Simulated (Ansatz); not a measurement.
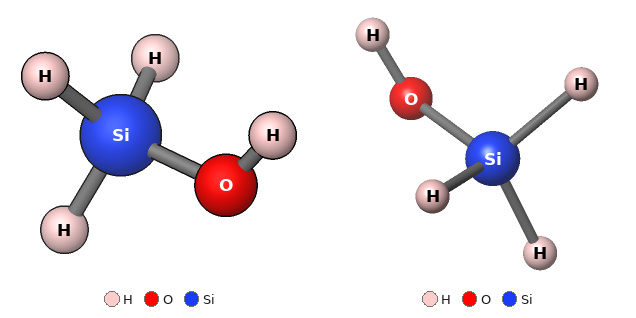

Two views of one molecule.

Computed geometry: PBE0-D4/def2-TZVP optimisation.

Description:

The molecule is H4OSi. This geometry has Cs symmetry. Coordination: 1 O bent; 1 Si tetrahedral.

The parts below concern this one geometry. Atoms keep their numbers from picture to picture.

Shape

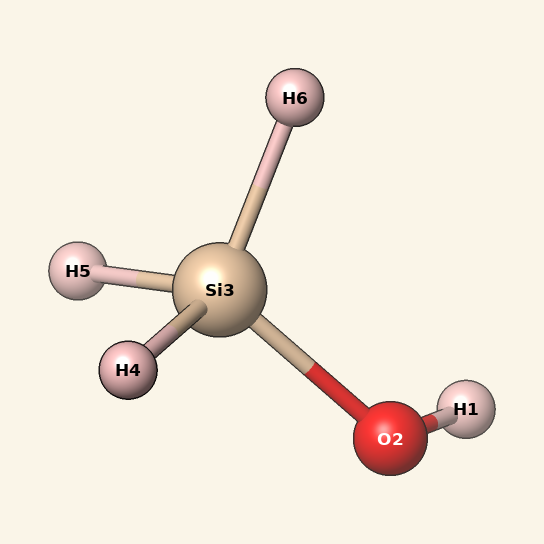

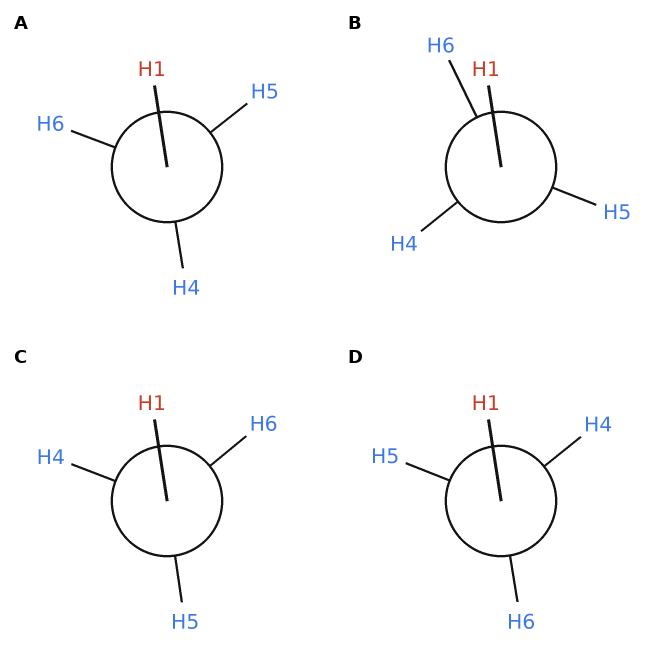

Depth is shown by fading: the farther an atom, the more it takes the colour of the background. Bonds that would overlap in a projection are set slightly apart.

> Which Newman projection shows the view along O2–Si3, with O2 in front?

A. The torsion angle H1–O2–Si3–H4 is 180°, antiperiplanar (anti).

Thermal motion

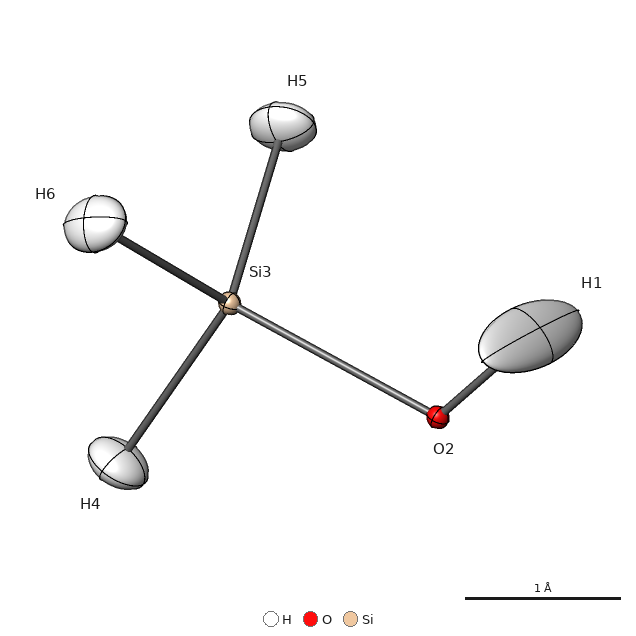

Displacement ellipsoids at the 50 % level, from the internal vibrations of the free molecule (harmonic, no overall translation or rotation; no half-axis is drawn under 0.075 Å). Vibrations computed with RKS PBE0-D4/def2-TZVP (Ansatz 0.2.0). Temperature: 298 K.

> Which atom moves most?

H1, with U_eq = 0.0595 Å².

> Does H1 move more along its bond or across it?

Across it: the root-mean-square amplitude is 0.065 Å along the bond and up to 0.393 Å across, since bending and torsion are softer than stretching.

List U_eq and the three principal root-mean-square amplitudes for each kind of atom.

```
  atom  U_eq (Å²)   rms amplitudes (Å)
    H1     0.0595  0.065, 0.141, 0.393
    O2    0.00062  0.012, 0.029, 0.030
   Si3    0.00017  0.011, 0.011, 0.017
    H4     0.0149  0.085, 0.132, 0.141
H5, H6     0.0151  0.086, 0.123, 0.151
```

Electronic properties

Method: RKS PBE0-D4/def2-TZVP (Ansatz 0.2.0).

> Give the harmonic zero-point energy at this level.

100.9 kJ/mol.

> Give the dipole moment at this level.

1.36 D.

Vibrations

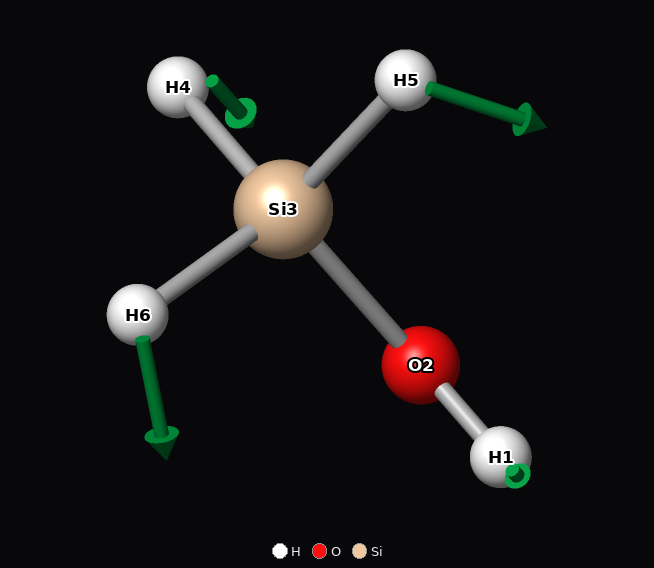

The arrows show one normal mode. Harmonic vibrations computed with RKS PBE0-D4/def2-TZVP (Ansatz 0.2.0) at a stationary point of the same level.

> Describe the motion.

Mostly angle bending.

> Estimate its harmonic wavenumber.

993 cm⁻¹; it is mode 8 of 12 counted from the lowest.
